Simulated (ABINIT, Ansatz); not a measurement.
# BN (P6_3mc): modes at Γ and the response to a field

Aim: the zone-centre modes of BN (P6_3mc).

Calculated with ABINIT 10.8.3; DFT LDA, scalar-relativistic, plane waves, PseudoDojo norm-conserving pseudopotentials.

## 1. Starting point

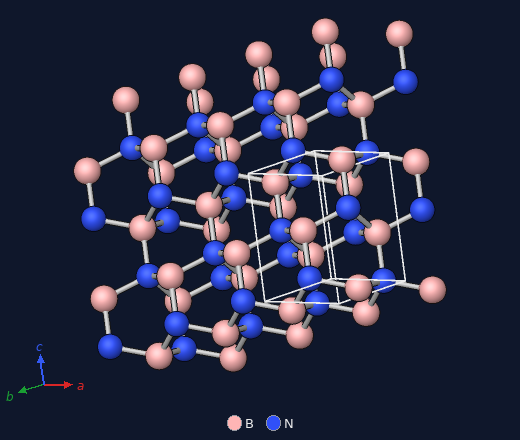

The starting structure, seen from a free direction (boron pink, nitrogen blue). 2×4×2 cells are drawn. Some periodic images of atoms are drawn too.

As a file:

```xyz
4
Lattice="2.5243 0.0000 0.0000 -1.2621 2.1861 0.0000 0.0000 0.0000 4.1763" Properties=species:S:1:pos:R:3 pbc="T T T"
B     1.2621    0.7287    4.1751
B     0.0000    1.4574    2.0869
N     1.2621    0.7287    2.6114
N     0.0000    1.4574    0.5233
```

## 2. Relaxation

The harmonic expansion needs vanishing forces, and a free crystal bears no stress, so cell and atoms are brought to rest. Stress is more sensitive to the basis than forces are: the last 3 Ha under the cutoff are smoothed with ecutsm, and the cutoff is raised above that of the later runs.

The starting cell comes from a relaxation made beforehand in Ansatz (LDA, PseudoDojo NC).

relax.abi reads:

```
# relaxation
ionmov 2
optcell 2
dilatmx 1.08
ntime 40
tolmxf 1.0d-05
tolvrs 1.0d-14
prtwf 0
prtden 0
chksymtnons 0

# basis, mesh and filling
ecut 44.0
ecutsm 3.0
ngkpt 9 9 6
nshiftk 1
shiftk 0.0 0.0 0.0
istwfk *1
occopt 1
nband 8
nstep 100
diemac 9.0
prtebands 0
prtgsr 0
useylm 1

# cell and atoms
acell 3*1.0 Angstrom
rprim 
    2.524263359 0.0 0.0
    -1.26213168 2.186076195 0.0
    0.0 0.0 4.176340872
ntypat 2
znucl 5 7
natom 4
typat 1 1 2 2
xred 
    2/3 1/3 0.9997050765
    1/3 2/3 0.4997050765
    2/3 1/3 0.6252949235
    1/3 2/3 0.1252949235
pp_dirpath "./pseudo"
pseudos "B.upf, N.upf"
```

Launch:

```sh
$ OMP_NUM_THREADS=1 mpirun -n 4 abinit relax.abi > relax.log
```

Numbers of over 12 decimals in the logs are rounded to 6 here.

relax.abo, the main output file:

```text
[banners, grids, parts of the stress and lines that vanish by symmetry left out]
- input  file    -> relax.abi
- output file    -> relax.abo
- root for input  files -> relaxi
[...]
Symmetries : space group P6_3 m c (#186); Bravais hP (primitive hexag.)
[...]
mpw =        2761          nfft =       55296          nkpt =          48
[...]
== DATASET  1 ==================================================================
[...]
cutoff_energies: {ecut:  44.0, pawecutdg:  -1.0, }
[...]
ETOT  1  -26.751313224499    -2.675E+01 3.838E-01 3.194E+02
 ETOT  2  -26.804578964733    -5.327E-02 7.984E-04 1.719E+02
 ETOT  3  -26.847988859826    -4.341E-02 3.930E-04 4.666E+00
 ETOT  4  -26.849098574632    -1.110E-03 9.751E-06 1.757E-02
 ETOT  5  -26.849103214045    -4.639E-06 3.100E-07 3.965E-04
[...]
At SCF step   12       vres2   =  1.24E-16 < tolvrs=  1.00E-14 =>converged.
[...]
sigma(1 1)=  2.89304490E-06  sigma(3 2)=  0.00000000E+00
  sigma(2 2)=  2.89304218E-06  sigma(3 1)=  0.00000000E+00
  sigma(3 3)=  3.64710327E-06  sigma(2 1)=  2.57320919E-12
[...]
convergence: {deltae:  3.553E-15, res2:  1.237E-16, residm:  8.219E-20, diffor: null, }
etotal    :  -2.68491033E+01
[...]
ETOT  1  -26.849103089232    -2.685E+01 4.807E-07 1.314E-03
[...]
At SCF step    8       vres2   =  4.44E-15 < tolvrs=  1.00E-14 =>converged.
[...]
sigma(1 1)= -6.37358561E-07  sigma(3 2)=  0.00000000E+00
  sigma(2 2)= -6.37361277E-07  sigma(3 1)=  0.00000000E+00
  sigma(3 3)= -8.07449105E-07  sigma(2 1)=  2.57385884E-12
[...]
convergence: {deltae: -5.684E-14, res2:  4.437E-15, residm:  2.529E-18, diffor: null, }
etotal    :  -2.68491034E+01
[...]
ETOT  1  -26.849103360247    -2.685E+01 6.754E-12 3.248E-05
[...]
At SCF step    7       vres2   =  8.43E-16 < tolvrs=  1.00E-14 =>converged.
[...]
sigma(1 1)= -2.95922784E-08  sigma(3 2)=  0.00000000E+00
  sigma(2 2)= -2.95949939E-08  sigma(3 1)=  0.00000000E+00
  sigma(3 3)= -9.18513956E-08  sigma(2 1)=  2.57375795E-12
[...]
convergence: {deltae: -7.105E-14, res2:  8.434E-16, residm:  3.021E-18, diffor: null, }
etotal    :  -2.68491034E+01
[...]
ETOT  1  -26.849103367210    -2.685E+01 2.473E-12 1.732E-06
[...]
ETOT  6  -26.849103367452    -1.670E-13 1.415E-17 1.880E-14
 ETOT  7  -26.849103367452     2.700E-13 2.723E-19 3.460E-16
 At SCF step    7       vres2   =  3.46E-16 < tolvrs=  1.00E-14 =>converged.
[...]
sigma(1 1)=  4.45284522E-08  sigma(3 2)=  0.00000000E+00
  sigma(2 2)=  4.45257368E-08  sigma(3 1)=  0.00000000E+00
  sigma(3 3)=  3.68746840E-08  sigma(2 1)=  2.57374094E-12
[...]
convergence: {deltae:  2.700E-13, res2:  3.460E-16, residm:  2.723E-19, diffor: null, }
etotal    :  -2.68491034E+01
[...]
At Broyd/MD step   4, gradients are converged :
[...]
sigma(1 1)=  4.45284522E-08  sigma(3 2)=  0.00000000E+00
  sigma(2 2)=  4.45257368E-08  sigma(3 1)=  0.00000000E+00
  sigma(3 3)=  3.68746840E-08  sigma(2 1)=  2.57374094E-12
[...]
- sigma(1 1)=  1.31007229E-03  sigma(3 2)=  0.00000000E+00
- sigma(2 2)=  1.30999240E-03  sigma(3 1)=  0.00000000E+00
- sigma(3 3)=  1.08489066E-03  sigma(2 1)=  7.57220728E-08
[...]
fcart      8.4677459683E-28 -1.7176178686E-26 -3.3578745580E-06
           strten      4.4528452189E-08  4.4525736766E-08  3.6874684006E-08
================================================================================

[key lines of the parts left out:]
pressure_GPa:  -1.2350E-03
Total energy (etotal) [Ha]= -2.68491033674518E+01
```

It took 21 s on 4 MPI ranks of Arm Neoverse V2, shared host.

Little changed from the start: no atom moved by 0.005 Å and no cell edge by 0.1 %.

Read from the output:

| Quantity | Value |
| --- | --- |
| volume per atom | 5.760 Å³ |
| pressure | -0.001235 GPa |

## 3. Ground state

First-order wavefunctions inherit every error of the ground state, hence the very tight tolvrs.

gs.abi reads:

```
# ground state
tolvrs 1.0d-16
prtden 1
prtwf 1

# basis, mesh and filling
ecut 36.0
ngkpt 9 9 6
nshiftk 1
shiftk 0.0 0.0 0.0
istwfk *1
occopt 1
nband 8
nstep 100
diemac 9.0
prtebands 0
prtgsr 0
useylm 1

# cell and atoms
acell 3*1.0 Angstrom
rprim 
    2.524083436 0.0 0.0
    -1.262041718 2.185920377 0.0
    0.0 0.0 4.175974769
ntypat 2
znucl 5 7
natom 4
typat 1 1 2 2
xred 
    2/3 1/3 0.9996941177
    1/3 2/3 0.4996941177
    2/3 1/3 0.6253058823
    1/3 2/3 0.1253058823
pp_dirpath "./pseudo"
pseudos "B.upf, N.upf"
```

Launch:

```sh
$ OMP_NUM_THREADS=1 mpirun -n 4 abinit gs.abi > gs.log
```

gs.abo, the main output file:

```text
[banners, grids, parts of the stress and lines that vanish by symmetry left out]
- input  file    -> gs.abi
- output file    -> gs.abo
- root for input  files -> gsi
[...]
Symmetries : space group P6_3 m c (#186); Bravais hP (primitive hexag.)
[...]
mpw =        1633          nfft =       32805          nkpt =          48
[...]
== DATASET  1 ==================================================================
[...]
cutoff_energies: {ecut:  36.0, pawecutdg:  -1.0, }
[...]
ETOT  1  -26.753837128138    -2.675E+01 3.918E-01 1.863E+02
 ETOT  2  -26.806144502025    -5.231E-02 6.698E-04 9.752E+01
 ETOT  3  -26.847548224237    -4.140E-02 3.895E-04 2.887E+00
 ETOT  4  -26.848708373125    -1.160E-03 9.858E-06 9.440E-03
 ETOT  5  -26.848712650228    -4.277E-06 2.905E-07 2.298E-04
[...]
ETOT 12  -26.848712734632    -8.527E-14 2.842E-19 1.166E-16
 ETOT 13  -26.848712734632    -2.416E-13 6.334E-22 5.653E-19
 At SCF step   13       vres2   =  5.65E-19 < tolvrs=  1.00E-16 =>converged.
[...]
sigma(1 1)=  3.25688503E-05  sigma(3 2)=  0.00000000E+00
  sigma(2 2)=  3.25688487E-05  sigma(3 1)=  0.00000000E+00
  sigma(3 3)=  3.15277299E-05  sigma(2 1)=  0.00000000E+00
[...]
convergence: {deltae: -2.416E-13, res2:  5.653E-19, residm:  6.334E-22, diffor: null, }
etotal    :  -2.68487127E+01
[...]
sigma(1 1)=  3.25688503E-05  sigma(3 2)=  0.00000000E+00
  sigma(2 2)=  3.25688487E-05  sigma(3 1)=  0.00000000E+00
  sigma(3 3)=  3.15277299E-05  sigma(2 1)=  0.00000000E+00
[...]
- sigma(1 1)=  9.58208657E-01  sigma(3 2)=  0.00000000E+00
- sigma(2 2)=  9.58208610E-01  sigma(3 1)=  0.00000000E+00
- sigma(3 3)=  9.27577838E-01  sigma(2 1)=  0.00000000E+00
[...]
fcart      9.0322623593E-28  5.2147791042E-28 -6.0660436337E-06
           strten      3.2568850264E-05  3.2568848690E-05  3.1527729908E-05
================================================================================

[key lines of the parts left out:]
pressure_GPa:  -9.4800E-01
```

It took 7.1 s on 4 MPI ranks; 28 s of CPU time.

Read from the output:

```
pressure : -0.9480 GPa
```

The cell stands at -0.95 GPa: the relaxation ran with a smoothed and higher cutoff, and the difference is a stress of the finite basis.

## 4. The gap at rest

Empty bands on the ground state's density check that the gap assumed so far is there in this cell.

gap.abi reads:

```
# empty bands on the ground state's density
iscf -2
getden_filepath "gso_DEN"
tolwfr 1.0d-12
nbdbuf 2
prtwf 0

# basis, mesh and filling
ecut 36.0
ngkpt 9 9 6
nshiftk 1
shiftk 0.0 0.0 0.0
istwfk *1
occopt 1
nband 12
nstep 100
diemac 9.0
prtebands 0
prtgsr 0
useylm 1

# cell and atoms
acell 3*1.0 Angstrom
rprim 
    2.524083436 0.0 0.0
    -1.262041718 2.185920377 0.0
    0.0 0.0 4.175974769
ntypat 2
znucl 5 7
natom 4
typat 1 1 2 2
xred 
    2/3 1/3 0.9996941177
    1/3 2/3 0.4996941177
    2/3 1/3 0.6253058823
    1/3 2/3 0.1253058823
pp_dirpath "./pseudo"
pseudos "B.upf, N.upf"
```

Launch:

```sh
$ OMP_NUM_THREADS=1 mpirun -n 4 abinit gap.abi > gap.log
```

gap.abo, the main output file:

```text
[banners, grids, parts of the stress and lines that vanish by symmetry left out]
- input  file    -> gap.abi
- output file    -> gap.abo
- root for input  files -> gapi
[...]
Symmetries : space group P6_3 m c (#186); Bravais hP (primitive hexag.)
[...]
mpw =        1633          nfft =       32805          nkpt =          48
[...]
== DATASET  1 ==================================================================
[...]
cutoff_energies: {ecut:  36.0, pawecutdg:  -1.0, }
[...]
-outvars: echo values of variables after computation
            acell      1.8897261259E+00  1.8897261259E+00  1.8897261259E+00 Bohr
================================================================================
```

Wall time 7.1 s (4 MPI ranks); 28 s of CPU time.

Read from the output:

```yaml
gap_on_the_k_mesh: 4.991 eV
```

In this cell the gap on the mesh is 5.0 eV, indirect (smallest direct 8.3 eV), so fixed occupations hold.

## 5. Zone-centre response

The derivative of the wavefunctions by k comes first, since the response to a field is built on it; then the field and the displacements that symmetry doesn't supply are solved at q = 0.

It reads the wavefunctions written in step 3.

dfpt_gamma.abi reads:

```
ndtset 2

# common to the responses
getwfk_filepath "gso_WFK"
kptopt 2
nqpt 1
qpt 0.0 0.0 0.0
asr 0
chneut 0

# d/dk
rfelfd1 2
rfdir1 1 1 1
iscf1 -3
tolwfr1 1.0d-20

# displacements, field
rfphon2 1
rfatpol2 1 4
rfdir2 1 1 1
rfelfd2 3
getddk2 1
tolvrs2 1.0d-10
prtwf2 0

# basis, mesh and filling
ecut 36.0
ngkpt 9 9 6
nshiftk 1
shiftk 0.0 0.0 0.0
istwfk *1
occopt 1
nband 8
nstep 100
diemac 9.0
prtebands 0
prtgsr 0
useylm 1

# cell and atoms
acell 3*1.0 Angstrom
rprim 
    2.524083436 0.0 0.0
    -1.262041718 2.185920377 0.0
    0.0 0.0 4.175974769
ntypat 2
znucl 5 7
natom 4
typat 1 1 2 2
xred 
    2/3 1/3 0.9996941177
    1/3 2/3 0.4996941177
    2/3 1/3 0.6253058823
    1/3 2/3 0.1253058823
pp_dirpath "./pseudo"
pseudos "B.upf, N.upf"
```

Launch:

```sh
$ OMP_NUM_THREADS=1 mpirun -n 4 abinit dfpt_gamma.abi > dfpt_gamma.log
```

dfpt_gamma.abo, the main output file:

```text
[banners, grids, parts of the stress and lines that vanish by symmetry left out]
- input  file    -> dfpt_gamma.abi
- output file    -> dfpt_gamma.abo
- root for input  files -> dfpt_gammai
[...]
DATASET    1 : space group P6_3 m c (#186); Bravais hP (primitive hexag.)
[...]
nfft =       32805          nkpt =         244
[...]
DATASET    2 : space group P6_3 m c (#186); Bravais hP (primitive hexag.)
[...]
nfft =       32805          nkpt =         244
[...]
== DATASET  1 ==================================================================
[...]
cutoff_energies: {ecut:  36.0, pawecutdg:  -1.0, }
[...]
-  7.00000   5.00000  180309                  znucl, zion, pspdat
[...]
Perturbation : derivative vs k along direction   1
[...]
-ETOT  1  -37.784028780258     -3.778E+01 9.582E-01 0.000E+00
 ETOT  2  -37.911052325284     -1.270E-01 9.565E-03 0.000E+00
 ETOT  3  -37.912068709784     -1.016E-03 1.158E-04 0.000E+00
 ETOT  4  -37.912080205577     -1.150E-05 1.992E-06 0.000E+00
 ETOT  5  -37.912080360181     -1.546E-07 5.343E-08 0.000E+00
[...]
At SCF step   13   max residual=  1.00E-20 < tolwfr=  1.00E-20 =>converged.
[...]
Perturbation : derivative vs k along direction   2
[...]
-ETOT  1  -37.785302659750     -3.779E+01 1.095E+00 0.000E+00
[...]
At SCF step   14   max residual=  1.00E-20 < tolwfr=  1.00E-20 =>converged.
[...]
Perturbation : derivative vs k along direction   3
[...]
-ETOT  1  -10.348420426882     -1.035E+01 4.794E-01 0.000E+00
[...]
At SCF step   13   max residual=  9.98E-21 < tolwfr=  1.00E-20 =>converged.
[...]
1        1       1.2450613609   -0.0000000000
     1        2      -0.4313019071    0.0000000000
     1        3       0.0000000000    0.0000000000
     2        1      -0.4313019071    0.0000000000
     2        2       0.7470368166   -0.0000000000
     2        3       0.0000000000    0.0000000000
     3        1       0.0000000000    0.0000000000
     3        2       0.0000000000    0.0000000000
     3        3       0.7577167609   -0.0000000000
[...]
== DATASET  2 ==================================================================
[...]
cutoff_energies: {ecut:  36.0, pawecutdg:  -1.0, }
[...]
Perturbation : displacement of atom   1   along direction   1
[...]
-ETOT  1   6.508422     -1.331E+02 3.779E-01 4.902E+02
[...]
At SCF step   10       vres2   =  1.38E-12 < tolvrs=  1.00E-10 =>converged.
[...]
Perturbation : displacement of atom   1   along direction   3
[...]
-ETOT  1   25.133179850638     -3.926E+02 9.272E-01 6.515E+03
[...]
At SCF step   11       vres2   =  3.24E-11 < tolvrs=  1.00E-10 =>converged.
[...]
Perturbation : displacement of atom   3   along direction   1
[...]
-ETOT  1   8.416488     -8.359E+02 2.230E+00 1.698E+03
[...]
At SCF step    9       vres2   =  6.15E-11 < tolvrs=  1.00E-10 =>converged.
[...]
Perturbation : displacement of atom   3   along direction   3
[...]
-ETOT  1   33.592521435884     -2.370E+03 4.178E+00 3.054E+04
[...]
At SCF step   12       vres2   =  2.89E-12 < tolvrs=  1.00E-10 =>converged.
[...]
Perturbation : homogeneous electric field along direction   1
[...]
-ETOT  1  -98.154222423949     -9.815E+01 3.161E+00 2.740E+03
[...]
At SCF step   10       vres2   =  2.58E-12 < tolvrs=  1.00E-10 =>converged.
[...]
Perturbation : homogeneous electric field along direction   3
[...]
-ETOT  1  -28.057798949002     -2.806E+01 2.220E+00 6.911E+02
[...]
ETOT  8  -28.384175556667     -2.383E-11 5.105E-13 1.603E-10
 ETOT  9  -28.384175556667     -6.040E-14 1.307E-14 7.577E-12
 At SCF step    9       vres2   =  7.58E-12 < tolvrs=  1.00E-10 =>converged.
[...]
Dielectric tensor, in cartesian coordinates,
[...]
1    6   1    6         4.4724096021        -0.0000000000
   1    6   2    6        -0.0000000000        -0.0000000000
   1    6   3    6        -0.0000000000        -0.0000000000
   2    6   1    6        -0.0000000000        -0.0000000000
   2    6   2    6         4.4724096026        -0.0000000000
   2    6   3    6        -0.0000000000        -0.0000000000
   3    6   1    6        -0.0000000000        -0.0000000000
   3    6   2    6        -0.0000000000        -0.0000000000
   3    6   3    6         4.6186565397        -0.0000000000
  Effective charges, in cartesian coordinates,
[...]
1    1   1    6         1.8144229170         0.0000000000
   2    1   1    6         0.0000000000         0.0000000000
   3    1   1    6         0.0000000000         0.0000000000
   1    2   1    6         1.8144229170         0.0000000000
   2    2   1    6        -0.0000000000         0.0000000000
[...]
Effective charges, in cartesian coordinates,
[...]
2    6   1    4         0.0000000000         0.0000000000
   3    6   1    4         0.0000000000         0.0000000000
   1    6   2    4         0.0000000000         0.0000000000
   2    6   2    4        -1.8157253133         0.0000000000
   3    6   2    4         0.0000000000         0.0000000000
   1    6   3    4         0.0000000000         0.0000000000
   2    6   3    4         0.0000000000         0.0000000000
   3    6   3    4        -1.9086104280         0.0000000000
  Phonon wavevector (reduced coordinates) :  0.00000  0.00000  0.00000
 Phonon energies in Hartree :
[...]
Phonon frequencies in cm-1    :
- -7.522754E-01  4.011703E-01  4.011709E-01  4.777078E+02  4.777078E+02
-  9.843167E+02  9.843167E+02  9.864584E+02  1.049123E+03  1.081899E+03
-  1.081899E+03  1.137500E+03
  Phonon at Gamma, with non-analyticity in the
[...]
Phonon energies in Hartree :
[...]
Phonon frequencies in cm-1    :
- -7.522754E-01  4.011703E-01  4.541168E-01  4.777078E+02  4.777078E+02
-  9.843167E+02  9.843167E+02  9.864584E+02  1.049123E+03  1.081899E+03
-  1.137500E+03  1.298506E+03
  Phonon at Gamma, with non-analyticity in the
[...]
Phonon energies in Hartree :
[...]
Phonon frequencies in cm-1    :
- -7.522754E-01  4.011709E-01  4.541162E-01  4.777078E+02  4.777078E+02
-  9.843167E+02  9.843167E+02  9.864584E+02  1.049123E+03  1.081899E+03
-  1.137500E+03  1.298506E+03
  Phonon at Gamma, with non-analyticity in the
[...]
Phonon energies in Hartree :
[...]
Phonon frequencies in cm-1    :
- -7.513555E-01  4.011703E-01  4.011709E-01  4.777078E+02  4.777078E+02
-  9.843167E+02  9.843167E+02  9.864584E+02  1.081899E+03  1.081899E+03
-  1.137500E+03  1.285635E+03
[...]
fcart2     0.0000000000E+00  0.0000000000E+00  0.0000000000E+00
           strten2     0.0000000000E+00  0.0000000000E+00  0.0000000000E+00
================================================================================
```

Elapsed: 2.9 min, on 4 MPI ranks; 12 min of CPU time.

This step gave:

| Item | Value |
| --- | --- |
| miss of the charge sum rule | 0.002605 e |
| largest acoustic frequency at the zone centre before the sum rule | -0.75 cm⁻¹ |
| highest optical zone-centre mode (no LO-TO term) | 1138 cm⁻¹ |
| lowest optical zone-centre mode | 477.7 cm⁻¹ |
| mean high-frequency dielectric constant | 4.521 |
| largest Born charge in size (third of the trace) | 1.847 e |

Born charge (rows field, columns displacement), before the sum rule (e), principal values of the symmetric part by kind of site:

```tsv
atom	atoms with these values	low	middle	high	mean
B1	2	1.81	1.81	1.91	1.85
N3	2	-1.91	-1.82	-1.82	-1.85
```

In full for N3:

```
-1.82  0.00  0.00
 0.00 -1.82  0.00
 0.00  0.00 -1.91
```

High-frequency dielectric tensor:

```
4.47 0.00 0.00
0.00 4.47 0.00
0.00 0.00 4.62
```

The acoustic modes at Γ come out as far as 0.8 cm⁻¹ from zero, where they should vanish, a small numerical error; the Born charges miss their sum rule by 0.0026 e, which is good.

(Continued in part 2 of 2.)

[Host names and launcher messages were left out of these logs when they were recorded.]

[Logs are printed without paths, hosts, clocks, repeated set-up lines and the standing remarks that a program may print on its own settings, such as how far it seeks lower states.]

[Hosts, paths, dates, database ids (printed as entryN), source tags and the programs' standing remarks are cut or masked in the printed files.]
